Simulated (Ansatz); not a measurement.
# wB97X/def2-SVP (core potential) run of ZrCl4 (zirconium tetrachloride)

What is the vertical singlet–triplet gap of ZrCl4 (zirconium tetrachloride) at wB97X/def2-SVP (core potential)? 

The calculation is run with Ansatz 0.2.0.

2 further runs of the same task are left out: 2 set aside as unsound or not needed.

### Step 1. The molecule

The species is ZrCl4 (5 atoms), meant as a singlet with charge 0. As SMILES, `Cl[Zr](Cl)(Cl)Cl`. Geometry: relaxed at PBE0-D4/def2-TZVP.

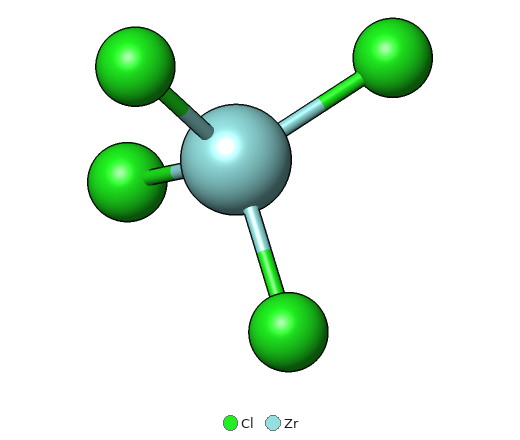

Viewed from a chosen angle; chlorine green, zirconium light teal.

### Step 2. The energy at wB97X/def2-SVP (core potential)

File job.yaml:

```yaml
basis:
  gaussian:
    orbitals: def2-SVP
crystal:
  periodic: [false, false, false]
  atoms:
    - {symbol: Cl, position_ang: [-0.109970, -0.230800, 2.301810]}
    - {symbol: Zr, position_ang: [0.000020, 0.000000, -0.000020]}
    - {symbol: Cl, position_ang: [1.545400, -1.499220, -0.853260]}
    - {symbol: Cl, position_ang: [-2.081750, -0.430080, -0.919260]}
    - {symbol: Cl, position_ang: [0.646280, 2.160110, -0.529270]}
total_charge: 0
magnetization:
  spin_polarized: false
hamiltonian:
  xc: {name: wB97X}
accuracy: high
output: {orbitals: {seedname: orbitals}}
```

On the command line:

```
$ ansatz run job.yaml --threads 1 --pin off --max-ram 3480MiB --events-out events.jsonl --progress --plain --runs-dir runs
```

Output:

```text
Warning: RAYON_NUM_THREADS=1 ignored (pool sized by the plan → 1); use --threads N
Functional definition: wB97X
  name "wB97X"
  parameter omega = 0.3/bohr
  parameter cx = 0.157706
  parameter cx1 = 0.726479
  parameter cx2 = 1.04760
  parameter cx3 = -5.70635
  parameter cx4 = 13.2794
  parameter css1 = -4.33879
  parameter css2 = 18.2308
  parameter css3 = -31.7430
  parameter css4 = 17.2901
  parameter cos1 = 2.37031
  parameter cos2 = -11.3995
  parameter cos3 = 6.58405
  parameter cos4 = -3.78132
  exchange = spin_sum(e_x_unif_sr(omega)*poly(b97_u_x, 1 - cx, cx1, cx2, cx3, cx4)) + cx*exact_x_sr(omega)
      + exact_x_lr(omega)
  correlation = spin_sum(e_c_pw_same_spin*poly(b97_u_same, 1, css1, css2, css3, css4))
      + integral(e_c_pw_opposite_spin*poly(b97_u_opposite, 1, cos1, cos2, cos3, cos4))
2057 factors; integrals over basis functions are off by at most 7.0e-8 eV
447 factors; integrals over basis functions are off by at most 1.6e-9 eV
mean field evaluation 1: about -51360.9389 eV, gradient 3.0e1 eV
mean field evaluation 2: about -51358.6406 eV, gradient 4.7e1 eV
mean field evaluation 4: about -51363.9574 eV, gradient 7.4e-1 eV
mean field evaluation 8: about -51364.0239 eV, gradient 2.3e-2 eV
mean field evaluation 16: about -51364.0239 eV, gradient 2.6e-5 eV
mean field -51364.02390760 eV, -1887.5930628183 hartree, gradient 3.1e-8 eV, S^2 0.000000; 0 other end points of the search recorded, 0 dependent functions left out
reference -51364.02390231 eV, -1887.5930626240 hartree; 40, 40 occupied and 63, 63 virtual orbitals, 2057 factors
Total energy: -51364.02390231 eV, -1887.5930626240 hartree
```

Run time: 26 s. Hardware: 1 thread of Intel Xeon 6975P-C (Granite Rapids), shared host; peak memory 0.84 GiB.

### Step 3. The triplet, same level

File molecule.yaml:

```yaml
crystal:
  periodic: [false, false, false]
  atoms:
    - symbol: Cl
      position_ang: [-0.109970, -0.230800, 2.301810]
    - symbol: Zr
      position_ang: [0.000020, 0.000000, -0.000020]
    - symbol: Cl
      position_ang: [1.545400, -1.499220, -0.853260]
    - symbol: Cl
      position_ang: [-2.081750, -0.430080, -0.919260]
    - symbol: Cl
      position_ang: [0.646280, 2.160110, -0.529270]
basis:
  gaussian:
    orbitals: def2-SVP
magnetization:
  spin_polarized: true
  initial_magnetization: 2
hamiltonian:
  xc: {name: wB97X}
accuracy: high
output:
  orbitals: {seedname: orbitals}
```

On the command line:

```
$ ansatz run molecule.yaml --threads 1 --pin off --max-ram 3480MiB --events-out events.jsonl --progress --plain --runs-dir runs
```

Output, cut to the lines that bear on the results:

```text
Warning: RAYON_NUM_THREADS=1 ignored (pool sized by the plan → 1); use --threads N
[... 2 set-up lines as earlier in the session ...]
[...]
      + exact_x_lr(omega)
[...]
      + integral(e_c_pw_opposite_spin*poly(b97_u_opposite, 1, cos1, cos2, cos3, cos4))
2057 factors; integrals over basis functions are off by at most 7.0e-8 eV
447 factors; integrals over basis functions are off by at most 1.6e-9 eV
[...]
mean field -51358.05155840 eV, -1887.3735830337 hartree, gradient 2.1e-8 eV, S^2 2.008320; 6 other end points of the search recorded, 0 dependent functions left out
reference -51358.05155340 eV, -1887.3735828499 hartree; 41, 39 occupied and 62, 64 virtual orbitals, 2057 factors
Total energy: -51358.05155340 eV, -1887.3735828499 hartree
```

Wall time 4.1 min (1 thread of Intel Xeon 6975P-C (Granite Rapids), shared host); peak memory 1.6 GiB.

### Step 4. Summary of results

Level: wB97X/def2-SVP (core potential).

```
                                        quantity           value
                           singlet: total energy  -1887.59306 Eh
                            singlet: HOMO energy       -12.08 eV
                            singlet: LUMO energy        -0.53 eV
                          singlet: HOMO–LUMO gap        11.56 eV
                           triplet: total energy  -1887.37358 Eh
     triplet: HOMO energy (highest over α and β)        -6.55 eV
                                   triplet: ⟨S²⟩           2.008
vertical energy of the triplet above the singlet        5.972 eV
```

In words: At this shape the triplet lies 5.97 eV (138 kcal/mol) above the singlet.
